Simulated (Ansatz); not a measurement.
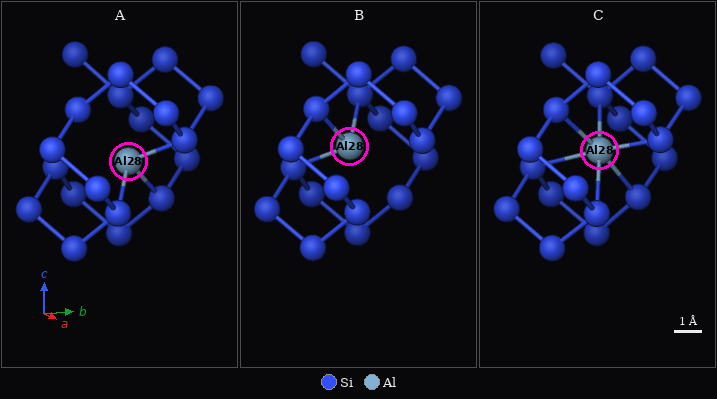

3 geometries from a converged minimum-energy path of Si with a Si vacancy (63 atoms in the cell, charge -1), shuffled. The picture is a ball-and-stick view of the atoms within 4.7 Å of the middle of the path, seen slightly off an axis. The moving atom is ringed, with any periodic copies. Bonds to atoms that aren't drawn are left out.

Computed with Ansatz 0.2.0, DFT PBE-D3(BJ), scalar-relativistic, plane waves, PAW. Run with plane-wave cutoff 420 eV; k-point mesh 1 × 1 × 1; Gaussian smearing 0.05 eV; 3 movable images; climbing image; force threshold 0.05 eV/Å; iteration limit 80; optimiser L-BFGS; starting path by straight interpolation.

**One of them is the converged climbing image. Which?**

C. In order along the path, whose images run from 0 to 4: B (image 0, 0.000 eV), C (image 2, +0.090 eV), A (image 4, 0.000 eV). It is a vacancy jump: a nearby atom moves into the empty site and leaves its own site empty. The Al atom travels furthest, 0.91 Å from end to end, along [1 1 −1], on a path that bends up to 0.15 Å away from the straight line. At the highest image its nearest neighbour (Si) is 2.65 Å away, against 2.57 Å at the start, and the surrounding atoms stand up to 0.07 Å off the mean of their end positions.

Limits of the set-up: the cell is charged, on a uniform background, and energies carry no finite-size correction.

Cost: 16 min on 4 threads of Arm Neoverse V1, with other jobs on the host, peak memory 2.7 GiB.

PAW datasets: the set soft_1.
